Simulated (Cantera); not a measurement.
Feed: 1 mol SiH4, 6.6 mol NH3, a varied amount of N2, equilibrated at 1800 K and 19.5 Torr.

Method: chemical equilibrium by Gibbs-energy minimisation in Cantera with the NASA 1993 tables (ideal gas, pure condensed phases). Candidate condensed phases: Si, Si3N4; 18 gas species. Mutual solubility and eutectic melting of coexisting phases are not modelled. Gases not in the tables: Si2H6 and higher silanes. Kinetics and transport are ignored.

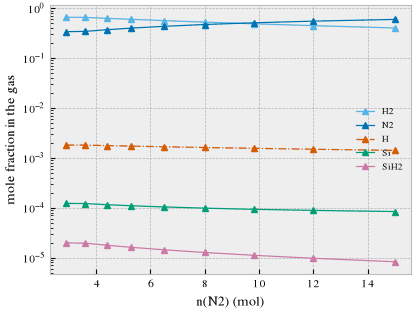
Equilibrium gas composition (values under 1e-9 drawn at 1e-9)

**Question.** Read off the mole fractions at 6.5 mol N2.

**Answer.** H2 about 0.56, N2 about 0.43, H about 0.0017, Si about 0.00010, SiH2 about 1.4e-5.
